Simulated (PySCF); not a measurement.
**Geometry relaxation of CH2FGeN (part 2 of 2)**

Continued. System: CH2FGeN. Method: B97-3/3-21G, RKS (PySCF 2.14.0). The geometry: force field.

Geometry of the input (Å):
```
F  1.7183  -1.2414  0.3932
Ge 0.5392  -0.1074  -0.4075
C  -0.7857  0.4984  0.6331
N  -1.0276  -0.6287  -0.0880
H  0.6451  0.1522  -1.9485
H  -1.0472  1.2627  1.3714
```

**Log, continued**
```
----------------------------------------------
cycle 12: E = -2259.51724979  dE = 1.46725e-06  norm(grad) = 0.00125218
Step   11 : Displace = 2.740e-03/3.620e-03 (rms/max) Trust = 2.756e-03 (+) Grad = 5.112e-04/8.075e-04 (rms/max) E (change) = -2259.5172497896 (+1.467e-06) Quality = -0.077
Hessian Eigenvalues: 1.40027e-03 1.25089e-02 3.22855e-02 ... 3.53345e-01 3.64312e-01 5.21494e-01

Geometry optimization cycle 13
Cartesian coordinates (Angstrom)
 Atom        New coordinates             dX        dY        dZ
   F   1.617209  -1.206987   0.233625   -0.018772  0.000388  0.006065
  Ge   0.444927  -0.136571  -0.405756   -0.020042 -0.000591  0.006986
   C  -0.886248   0.571451   0.723367   -0.015483  0.004567  0.008881
   N  -1.358080  -0.518947   0.186722   -0.018745  0.004772  0.009795
   H   0.671150   0.127284  -1.883958   -0.020547  0.001728  0.007334
   H  -1.329909   1.264412   1.426635   -0.015286  0.003458  0.010164
converged SCF energy = -2259.51724580724
--------------- DFRKS_Scanner gradients ---------------
         x                y                z
0 F     0.0000585138     0.0000298009    -0.0000417243
1 Ge    -0.0006997216    -0.0002524940     0.0000404995
2 C     0.0007940197     0.0002604629     0.0005032310
3 N     0.0005630733    -0.0001059512    -0.0004435795
4 H     0.0000743245     0.0000414135    -0.0000554597
5 H    -0.0003841424     0.0000185408    -0.0002362404
----------------------------------------------
cycle 13: E = -2259.51724581  dE = 3.98234e-06  norm(grad) = 0.00150056
Step   12 : Displace = 1.359e-03/2.454e-03 (rms/max) Trust = 1.370e-03 (-) Grad = 6.126e-04/9.755e-04 (rms/max) E (change) = -2259.5172458072 (+3.982e-06) Quality = -0.324
Hessian Eigenvalues: 8.37197e-04 6.18006e-03 3.22581e-02 ... 3.49381e-01 3.64011e-01 5.24808e-01

Geometry optimization cycle 14
Cartesian coordinates (Angstrom)
 Atom        New coordinates             dX        dY        dZ
   F   1.607398  -1.207755   0.237837   -0.009811 -0.000769  0.004211
  Ge   0.435663  -0.136597  -0.401261   -0.009264 -0.000026  0.004495
   C  -0.894675   0.572950   0.727885   -0.008428  0.001499  0.004518
   N  -1.368278  -0.516937   0.192025   -0.010198  0.002010  0.005304
   H   0.660755   0.126542  -1.879728   -0.010395 -0.000741  0.004230
   H  -1.336179   1.265899   1.432478   -0.006270  0.001487  0.005843
converged SCF energy = -2259.5172482651
--------------- DFRKS_Scanner gradients ---------------
         x                y                z
0 F     0.0000851014     0.0000537478    -0.0000448206
1 Ge    -0.0005075806    -0.0002870378     0.0000478471
2 C     0.0007324978     0.0003043610     0.0003464571
3 N     0.0003687697    -0.0000956786    -0.0003477276
4 H     0.0000588647     0.0000581735    -0.0000478110
5 H    -0.0003361928    -0.0000444285    -0.0001833115
----------------------------------------------
cycle 14: E = -2259.51724827  dE = -2.45786e-06  norm(grad) = 0.00123591
Step   13 : Displace = 6.657e-04/9.737e-04 (rms/max) Trust = 6.794e-04 (-) Grad = 5.046e-04/8.656e-04 (rms/max) E (change) = -2259.5172482651 (-2.458e-06) Quality = 0.243
Hessian Eigenvalues: 5.77655e-04 4.84379e-03 3.22058e-02 ... 3.47432e-01 3.63685e-01 5.03339e-01

Geometry optimization cycle 15
Cartesian coordinates (Angstrom)
 Atom        New coordinates             dX        dY        dZ
   F   1.606835  -1.207714   0.238156   -0.000562  0.000041  0.000319
  Ge   0.435162  -0.136526  -0.401043   -0.000501  0.000071  0.000218
   C  -0.895348   0.572739   0.728071   -0.000673 -0.000211  0.000187
   N  -1.369167  -0.516986   0.192499   -0.000889 -0.000049  0.000474
   H   0.660397   0.126577  -1.879477   -0.000358  0.000034  0.000251
   H  -1.336103   1.266057   1.432726    0.000076  0.000158  0.000248
converged SCF energy = -2259.51724934044
--------------- DFRKS_Scanner gradients ---------------
         x                y                z
0 F     0.0000960577     0.0000609289    -0.0000394877
1 Ge    -0.0004337570    -0.0002738850    -0.0000000631
2 C     0.0006477152     0.0001877248     0.0002972282
3 N     0.0003038997    -0.0000166633    -0.0002512733
4 H     0.0000783432     0.0000709532    -0.0000388415
5 H    -0.0002940595    -0.0000403003    -0.0001952128
----------------------------------------------
cycle 15: E = -2259.51724934  dE = -1.07535e-06  norm(grad) = 0.00105614
Step   14 : Displace = 3.184e-04/4.558e-04 (rms/max) Trust = 3.329e-04 (-) Grad = 4.312e-04/7.370e-04 (rms/max) E (change) = -2259.5172493404 (-1.075e-06) Quality = 0.671
Hessian Eigenvalues: 5.85941e-04 4.91030e-03 3.18057e-02 ... 3.47904e-01 3.64417e-01 4.99276e-01

Geometry optimization cycle 16
Cartesian coordinates (Angstrom)
 Atom        New coordinates             dX        dY        dZ
   F   1.606022  -1.207711   0.238580   -0.000813  0.000003  0.000424
  Ge   0.434462  -0.136417  -0.400708   -0.000700  0.000109  0.000336
   C  -0.896249   0.572548   0.728374   -0.000900 -0.000191  0.000302
   N  -1.370263  -0.517056   0.193067   -0.001097 -0.000070  0.000569
   H   0.659790   0.126596  -1.879122   -0.000607  0.000020  0.000355
   H  -1.336134   1.266302   1.433116   -0.000031  0.000246  0.000390
converged SCF energy = -2259.51725032436
--------------- DFRKS_Scanner gradients ---------------
         x                y                z
0 F     0.0001087620     0.0000641498    -0.0000319637
1 Ge    -0.0003591743    -0.0002569408    -0.0000529142
2 C     0.0005616584     0.0000991822     0.0002643665
3 N     0.0002321118     0.0000217982    -0.0001775010
4 H     0.0000967615     0.0000835549    -0.0000279611
5 H    -0.0002451445    -0.0000234959    -0.0001998645
----------------------------------------------
cycle 16: E = -2259.51725032  dE = -9.83913e-07  norm(grad) = 0.000901973
Step   15 : Displace = 3.417e-04/5.105e-04 (rms/max) Trust = 3.329e-04 (=) Grad = 3.682e-04/6.286e-04 (rms/max) E (change) = -2259.5172503244 (-9.839e-07) Quality = 0.578
Hessian Eigenvalues: 5.82713e-04 4.90901e-03 3.06849e-02 ... 3.48138e-01 3.64272e-01 5.00914e-01

Geometry optimization cycle 17
Cartesian coordinates (Angstrom)
 Atom        New coordinates             dX        dY        dZ
   F   1.604902  -1.207768   0.239120   -0.001120 -0.000057  0.000539
  Ge   0.433539  -0.136268  -0.400224   -0.000923  0.000148  0.000483
   C  -0.897371   0.572409   0.728824   -0.001123 -0.000139  0.000450
   N  -1.371551  -0.517107   0.193750   -0.001288 -0.000051  0.000683
   H   0.658880   0.126561  -1.878653   -0.000910 -0.000035  0.000469
   H  -1.336349   1.266610   1.433677   -0.000215  0.000308  0.000561
converged SCF energy = -2259.51725115576
--------------- DFRKS_Scanner gradients ---------------
         x                y                z
0 F     0.0001157181     0.0000680556    -0.0000262005
1 Ge    -0.0002898613    -0.0002414296    -0.0000971697
2 C     0.0004818462     0.0000377775     0.0002438466
3 N     0.0001662600     0.0000289461    -0.0001264162
4 H     0.0001129567     0.0000946844    -0.0000186882
5 H    -0.0001946521    -0.0000004934    -0.0001993782
----------------------------------------------
cycle 17: E = -2259.51725116  dE = -8.31409e-07  norm(grad) = 0.00077955
Step   16 : Displace = 3.310e-04/5.039e-04 (rms/max) Trust = 3.329e-04 (=) Grad = 3.183e-04/5.414e-04 (rms/max) E (change) = -2259.5172511558 (-8.314e-07) Quality = 0.469
Hessian Eigenvalues: 5.73986e-04 4.89630e-03 2.84296e-02 ... 3.48435e-01 3.64228e-01 5.01447e-01

Geometry optimization cycle 18
Cartesian coordinates (Angstrom)
 Atom        New coordinates             dX        dY        dZ
   F   1.603438  -1.207911   0.239779   -0.001464 -0.000143  0.000659
  Ge   0.432365  -0.136079  -0.399566   -0.001174  0.000190  0.000658
   C  -0.898727   0.572353   0.729448   -0.001355 -0.000056  0.000624
   N  -1.373040  -0.517090   0.194573   -0.001488  0.000017  0.000822
   H   0.657605   0.126445  -1.878054   -0.001274 -0.000116  0.000599
   H  -1.336828   1.266966   1.434431   -0.000479  0.000355  0.000754
converged SCF energy = -2259.51725185572
--------------- DFRKS_Scanner gradients ---------------
         x                y                z
0 F     0.0001184776     0.0000707757    -0.0000224005
1 Ge    -0.0002340927    -0.0002268973    -0.0001292608
2 C     0.0004105704    -0.0000044627     0.0002287197
3 N     0.0001169173     0.0000218663    -0.0000920481
4 H     0.0001259724     0.0001031618    -0.0000112167
5 H    -0.0001475074     0.0000221703    -0.0001960606
----------------------------------------------
cycle 18: E = -2259.51725186  dE = -6.99957e-07  norm(grad) = 0.000688031
Step   17 : Displace = 2.960e-04/4.410e-04 (rms/max) Trust = 3.329e-04 (=) Grad = 2.809e-04/4.700e-04 (rms/max) E (change) = -2259.5172518557 (-7.000e-07) Quality = 0.370
Hessian Eigenvalues: 5.54009e-04 4.86079e-03 2.47163e-02 ... 3.48883e-01 3.64216e-01 5.01553e-01

Geometry optimization cycle 19
Cartesian coordinates (Angstrom)
 Atom        New coordinates             dX        dY        dZ
   F   1.601677  -1.208141   0.240534   -0.001761 -0.000229  0.000756
  Ge   0.430973  -0.135857  -0.398754   -0.001392  0.000222  0.000813
   C  -0.900266   0.572392   0.730232   -0.001539  0.000039  0.000785
   N  -1.374687  -0.516978   0.195517   -0.001647  0.000112  0.000944
   H   0.655995   0.126243  -1.877345   -0.001611 -0.000202  0.000709
   H  -1.337586   1.267344   1.435358   -0.000758  0.000378  0.000927
converged SCF energy = -2259.51725246298
--------------- DFRKS_Scanner gradients ---------------
         x                y                z
0 F     0.0001185616     0.0000712444    -0.0000202517
1 Ge    -0.0001942006    -0.0002133339    -0.0001488686
2 C     0.0003514439    -0.0000329726     0.0002149039
3 N     0.0000867903     0.0000120555    -0.0000691069
4 H     0.0001352729     0.0001084286    -0.0000061215
5 H    -0.0001086169     0.0000400638    -0.0001912559
----------------------------------------------
cycle 19: E = -2259.51725246  dE = -6.07261e-07  norm(grad) = 0.00062309
```

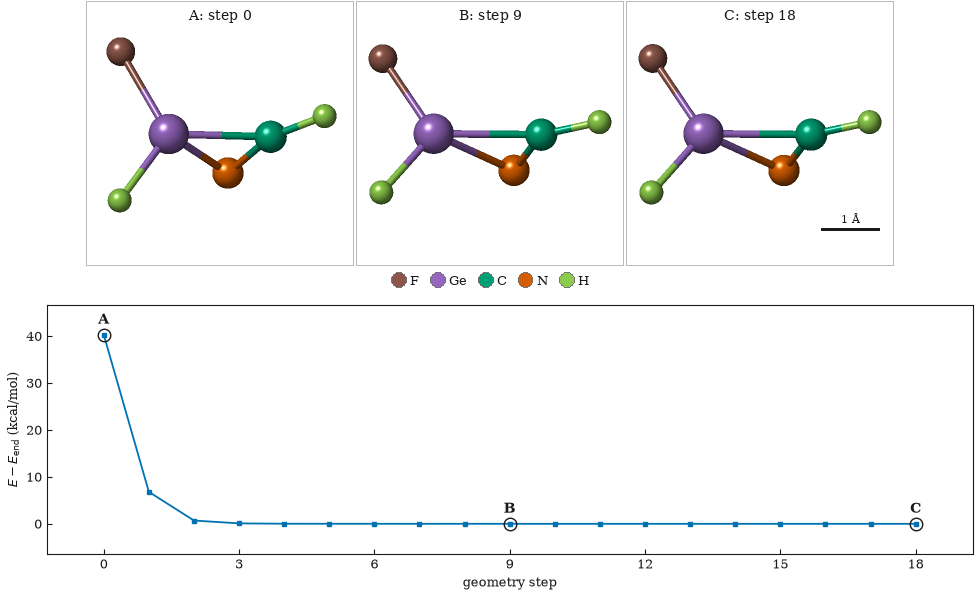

Frames of the relaxation (ball-and-stick view, seen at a tilt) above the curves, on which the letters mark them (steps are counted from 0).

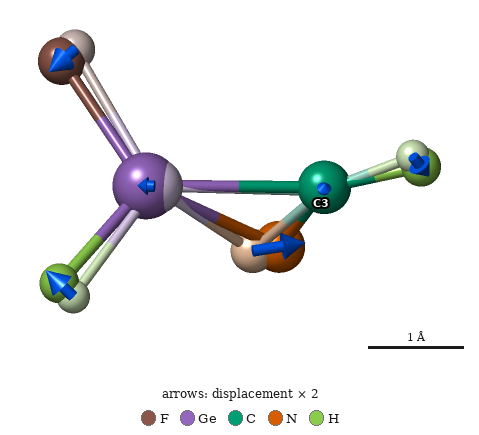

Start (faint) and end (solid) with the displacements as blue arrows, magnified 2 times (ball-and-stick view, seen at a tilt). The two geometries are laid on each other by the best rigid fit. The atom that moves furthest after the best rigid fit is N4 (0.29 Å). By element the largest moves are N 0.29 Å, H 0.20 Å, F 0.20 Å, Ge 0.09 Å, C 0.06 Å. Among the contacts that change: Ge2–N4 1.682 → 1.939 Å, F1–Ge2 1.821 → 1.711 Å, Ge2–C3 1.790 → 1.884 Å, C3–N4 1.360 → 1.303 Å. Among the angles that change: N4–C3–H6 153.4° → 131.1°, Ge2–C3–H6 143.6° → 156.6°, N4–Ge2–H5 107.5° → 118.1°. Over 18 geometry steps the energy falls by 40.3 kcal/mol. Largest force component: 11 eV/Å at the start, 0.018 eV/Å at the end. (Atoms are counted from 1 in the order of the input.)

```
Step   18 : Displace = 2.521e-04/3.381e-04 (rms/max) Trust = 3.329e-04 (=) Grad = 2.544e-04/4.133e-04 (rms/max) E (change) = -2259.5172524630 (-6.073e-07) Quality = 0.302
Hessian Eigenvalues: 5.54009e-04 4.86079e-03 2.47163e-02 ... 3.48883e-01 3.64216e-01 5.01553e-01
Converged! =D

converged: True
F           1.60167690       -1.20814054        0.24053429
Ge          0.43097292       -0.13585670       -0.39875379
C          -0.90026575        0.57239150        0.73023229
N          -1.37468691       -0.51697828        0.19551711
H           0.65599462        0.12624252       -1.87734522
H          -1.33758650        1.26734408        1.43535803
converged SCF energy = -2259.51725246296
E(B97-3) = -2259.517252463
```

**Trajectory as extended XYZ (Å, eV, eV/Å), 16 of the 19 frames kept, from step=0 to step=18**
```
6
Properties=species:S:1:pos:R:3:forces:R:3 step=0 energy=-61482.84963
F     1.7183   -1.2414    0.3932   -1.4035   1.7378  -1.5646
Ge    0.5392   -0.1074   -0.4075   10.7425  -0.0721  -2.6805
C    -0.7857    0.4984    0.6331   -0.3141  -0.1712   0.0624
N    -1.0276   -0.6287   -0.0880   -8.4859  -0.2985   3.8268
H     0.6451    0.1522   -1.9485    0.6746  -0.1620   0.6637
H    -1.0472    1.2627    1.3714   -1.1944  -1.0314  -0.3310
6
Properties=species:S:1:pos:R:3:forces:R:3 step=1 energy=-61484.30140
F     1.7518   -1.2210    0.2937   -0.6620   0.7070  -0.6847
Ge    0.5911   -0.1253   -0.4235    2.9724  -0.3194  -0.8165
C    -0.7925    0.5103    0.6422    0.5530  -0.4087  -0.4303
N    -1.1456   -0.5915    0.0045   -2.2917   0.5957   1.5744
H     0.7452    0.1167   -1.9397    0.2810  -0.1455   0.3881
H    -1.1016    1.2475    1.3690   -0.8459  -0.4281  -0.0398
6
Properties=species:S:1:pos:R:3:forces:R:3 step=2 energy=-61484.56605
F     1.7600   -1.2244    0.1963    0.3992  -0.4119   0.2806
Ge    0.6268   -0.1273   -0.4247    0.2498   0.4944  -0.5200
C    -0.7695    0.5313    0.6510    0.4076   0.3871   0.2079
N    -1.1752   -0.5444    0.0733   -0.9298  -0.4682   0.1369
H     0.7998    0.0725   -1.9144    0.0701   0.0454  -0.1177
H    -1.1893    1.2298    1.3588   -0.2238  -0.0466   0.0214
6
Properties=species:S:1:pos:R:3:forces:R:3 step=4 energy=-61484.59569
F     1.7551   -1.2280    0.2078   -0.0053   0.0068  -0.0056
Ge    0.6152   -0.1270   -0.4398   -0.0321   0.0009  -0.0224
C    -0.7681    0.5382    0.6608   -0.0026  -0.0041   0.0062
N    -1.2116   -0.5423    0.1000   -0.0243  -0.0243   0.0239
H     0.8062    0.0766   -1.9340    0.0236   0.0163   0.0232
H    -1.2139    1.2237    1.3704    0.0190   0.0098  -0.0185
6
Properties=species:S:1:pos:R:3:forces:R:3 step=5 energy=-61484.59622
F     1.7478   -1.2257    0.2072    0.0115  -0.0046   0.0057
Ge    0.6048   -0.1283   -0.4397   -0.0704  -0.0087  -0.0080
C    -0.7753    0.5387    0.6615   -0.0013  -0.0290   0.0085
N    -1.2212   -0.5465    0.1087    0.0308   0.0291   0.0105
H     0.8037    0.0840   -1.9304    0.0136   0.0100   0.0006
H    -1.2160    1.2277    1.3702   -0.0042   0.0081  -0.0106
6
Properties=species:S:1:pos:R:3:forces:R:3 step=6 energy=-61484.59637
F     1.7382   -1.2224    0.2085    0.0122  -0.0061   0.0040
Ge    0.5913   -0.1298   -0.4392   -0.0733  -0.0146   0.0007
C    -0.7842    0.5397    0.6646    0.0164  -0.0021   0.0172
N    -1.2329   -0.5476    0.1172    0.0432   0.0230  -0.0121
H     0.7977    0.0911   -1.9276    0.0026   0.0021   0.0006
H    -1.2212    1.2318    1.3724   -0.0201   0.0021  -0.0037
6
Properties=species:S:1:pos:R:3:forces:R:3 step=7 energy=-61484.59645
F     1.7225   -1.2184    0.2097    0.0027   0.0003   0.0024
Ge    0.5692   -0.1313   -0.4368   -0.0558  -0.0254   0.0170
C    -0.7990    0.5429    0.6715    0.0320   0.0260   0.0168
N    -1.2512   -0.5462    0.1290    0.0411   0.0116  -0.0275
H     0.7844    0.1002   -1.9221   -0.0094  -0.0015  -0.0051
H    -1.2340    1.2382    1.3773   -0.0292  -0.0075   0.0041
6
Properties=species:S:1:pos:R:3:forces:R:3 step=8 energy=-61484.59638
F     1.6871   -1.2104    0.2142   -0.0068   0.0045   0.0006
Ge    0.5225   -0.1337   -0.4301   -0.0127  -0.0314   0.0321
C    -0.8301    0.5513    0.6884    0.0361   0.0617   0.0003
N    -1.2899   -0.5399    0.1519    0.0212  -0.0085  -0.0360
H     0.7513    0.1162   -1.9102   -0.0260  -0.0049  -0.0062
H    -1.2650    1.2503    1.3906   -0.0303  -0.0199   0.0187
6
Properties=species:S:1:pos:R:3:forces:R:3 step=10 energy=-61484.59665
F     1.6587   -1.2080    0.2203   -0.0081   0.0053   0.0018
Ge    0.4892   -0.1349   -0.4210    0.0194  -0.0144   0.0191
C    -0.8532    0.5603    0.7032    0.0010   0.0334  -0.0214
N    -1.3177   -0.5309    0.1663   -0.0095  -0.0047  -0.0066
H     0.7184    0.1229   -1.8999   -0.0187  -0.0024  -0.0007
H    -1.2938    1.2571    1.4043   -0.0041  -0.0164   0.0189
6
Properties=species:S:1:pos:R:3:forces:R:3 step=11 energy=-61484.59661
F     1.6360   -1.2074    0.2276   -0.0026   0.0002   0.0018
Ge    0.4650   -0.1360   -0.4127    0.0303   0.0047   0.0052
C    -0.8708    0.5669    0.7145   -0.0300   0.0015  -0.0286
N    -1.3393   -0.5237    0.1769   -0.0254   0.0024   0.0159
H     0.6917    0.1256   -1.8913   -0.0072  -0.0018   0.0018
H    -1.3146    1.2610    1.4165    0.0140  -0.0064   0.0157
6
Properties=species:S:1:pos:R:3:forces:R:3 step=12 energy=-61484.59651
F     1.6172   -1.2070    0.2336   -0.0030  -0.0015   0.0021
Ge    0.4449   -0.1366   -0.4058    0.0360   0.0130  -0.0021
C    -0.8862    0.5715    0.7234   -0.0408  -0.0134  -0.0259
N    -1.3581   -0.5189    0.1867   -0.0290   0.0054   0.0228
H     0.6712    0.1273   -1.8840   -0.0038  -0.0021   0.0029
H    -1.3299    1.2644    1.4266    0.0198  -0.0010   0.0121
6
Properties=species:S:1:pos:R:3:forces:R:3 step=13 energy=-61484.59657
F     1.6074   -1.2078    0.2378   -0.0044  -0.0028   0.0023
Ge    0.4357   -0.1366   -0.4013    0.0261   0.0148  -0.0025
C    -0.8947    0.5729    0.7279   -0.0377  -0.0157  -0.0178
N    -1.3683   -0.5169    0.1920   -0.0190   0.0049   0.0179
H     0.6608    0.1265   -1.8797   -0.0030  -0.0030   0.0025
H    -1.3362    1.2659    1.4325    0.0173   0.0023   0.0094
6
Properties=species:S:1:pos:R:3:forces:R:3 step=14 energy=-61484.59660
F     1.6068   -1.2077    0.2382   -0.0049  -0.0031   0.0020
Ge    0.4352   -0.1365   -0.4010    0.0223   0.0141   0.0000
C    -0.8953    0.5727    0.7281   -0.0333  -0.0097  -0.0153
N    -1.3692   -0.5170    0.1925   -0.0156   0.0009   0.0129
H     0.6604    0.1266   -1.8795   -0.0040  -0.0036   0.0020
H    -1.3361    1.2661    1.4327    0.0151   0.0021   0.0100
6
Properties=species:S:1:pos:R:3:forces:R:3 step=16 energy=-61484.59665
F     1.6049   -1.2078    0.2391   -0.0060  -0.0035   0.0013
Ge    0.4335   -0.1363   -0.4002    0.0149   0.0124   0.0050
C    -0.8974    0.5724    0.7288   -0.0248  -0.0019  -0.0125
N    -1.3716   -0.5171    0.1938   -0.0085  -0.0015   0.0065
H     0.6589    0.1266   -1.8787   -0.0058  -0.0049   0.0010
H    -1.3363    1.2666    1.4337    0.0100   0.0000   0.0103
6
Properties=species:S:1:pos:R:3:forces:R:3 step=17 energy=-61484.59667
F     1.6034   -1.2079    0.2398   -0.0061  -0.0036   0.0012
Ge    0.4324   -0.1361   -0.3996    0.0120   0.0117   0.0066
C    -0.8987    0.5724    0.7294   -0.0211   0.0002  -0.0118
N    -1.3730   -0.5171    0.1946   -0.0060  -0.0011   0.0047
H     0.6576    0.1264   -1.8781   -0.0065  -0.0053   0.0006
H    -1.3368    1.2670    1.4344    0.0076  -0.0011   0.0101
6
Properties=species:S:1:pos:R:3:forces:R:3 step=18 energy=-61484.59669
F     1.6017   -1.2081    0.2405   -0.0061  -0.0037   0.0010
Ge    0.4310   -0.1359   -0.3988    0.0100   0.0110   0.0077
C    -0.9003    0.5724    0.7302   -0.0181   0.0017  -0.0111
N    -1.3747   -0.5170    0.1955   -0.0045  -0.0006   0.0036
H     0.6560    0.1262   -1.8773   -0.0070  -0.0056   0.0003
H    -1.3376    1.2673    1.4354    0.0056  -0.0021   0.0098
```

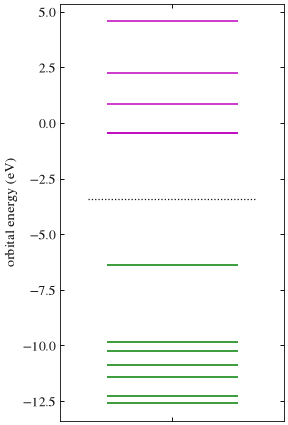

Orbital energies near the frontier; the dotted line parts filled from empty levels, and levels within 0.02 eV of each other stand side by side. Highest filled −6.40 eV, lowest empty −0.47 eV, 5.93 eV apart.
